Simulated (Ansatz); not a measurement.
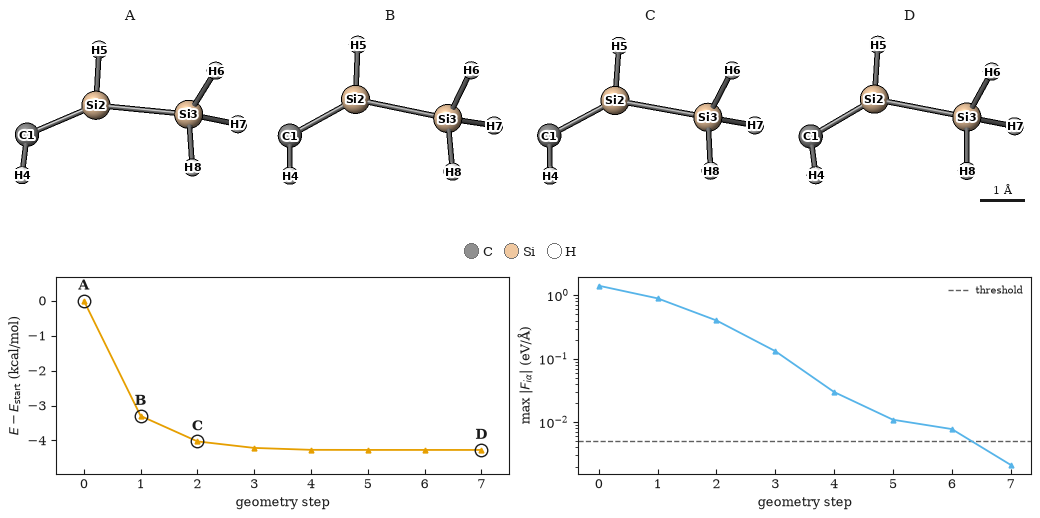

Frames of a relaxation of CH$_{5}$Si$_{2}$ (charge −1), marked on the history of the run. Style: ball-and-stick. Shown at a tilt.

Computed with RKS PBE0-D4/def2-TZVPD in Ansatz. (force threshold 0.005 eV/Å; at most 200 steps)

Describe the path.

Answer. The energy falls by 4.27 kcal/mol in 7 geometry steps. The largest force component goes from 1.4 to 0.0021 eV/Å. The atom that moves furthest after the best rigid fit is H4 (0.33 Å). Largest moves by element: H 0.33 Å, Si 0.18 Å, C 0.11 Å. Some distances before and after: Si2–Si3 2.284 → 2.350 Å, Si2–H5 1.534 → 1.502 Å, C1–Si2 1.737 → 1.719 Å, C1–H4 1.113 → 1.104 Å. Bond angles that change, for instance: C1–Si2–Si3 146.0° → 131.3°, C1–Si2–H5 112.1° → 121.2°, Si3–Si2–H5 101.9° → 107.5°. From step 0 to 1: H4 moves most (0.19 Å), energy −3.30 kcal/mol. From step 1 to 2: H8 moves most (0.06 Å), energy −0.73 kcal/mol. From step 2 to 7: H4 moves most (0.14 Å), energy −0.24 kcal/mol.

```json
{"step": "0", "E − E(0), kcal/mol": "0.00", "largest force component, eV/Å": "1.4187"}
{"step": "1", "E − E(0), kcal/mol": "-3.30", "largest force component, eV/Å": "0.8963"}
{"step": "2", "E − E(0), kcal/mol": "-4.03", "largest force component, eV/Å": "0.4019"}
{"step": "3", "E − E(0), kcal/mol": "-4.21", "largest force component, eV/Å": "0.1319"}
{"step": "4", "E − E(0), kcal/mol": "-4.27", "largest force component, eV/Å": "0.0299"}
{"step": "5", "E − E(0), kcal/mol": "-4.27", "largest force component, eV/Å": "0.0109"}
{"step": "6", "E − E(0), kcal/mol": "-4.27", "largest force component, eV/Å": "0.0078"}
{"step": "7", "E − E(0), kcal/mol": "-4.27", "largest force component, eV/Å": "0.0021"}
```
